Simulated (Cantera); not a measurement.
Feed: 1 mol AlN, 21 mol HCl, held at 56.0 Pa.

These are equilibrium values from Cantera (NASA tables, ideal gas, pure condensed phases), not measurements of a reactor. Candidate condensed phases: Al, AlCl₃, AlN, NH₄Cl; 20 gas species. The tables' values for AlCl₂ are old estimates; treat these amounts as uncertain. Equilibrium is a limit: real reactors are often held back by kinetics, nucleation or transport.

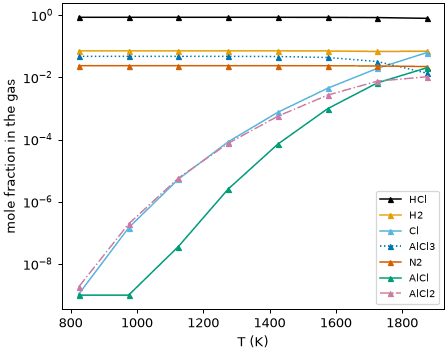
Figure: Equilibrium gas composition (values under 1e-9 drawn at 1e-9)

From 825 K to 1875 K nothing is condensed. The main Al-bearing gas is AlCl₃ at 825 K and AlCl at 1875 K.
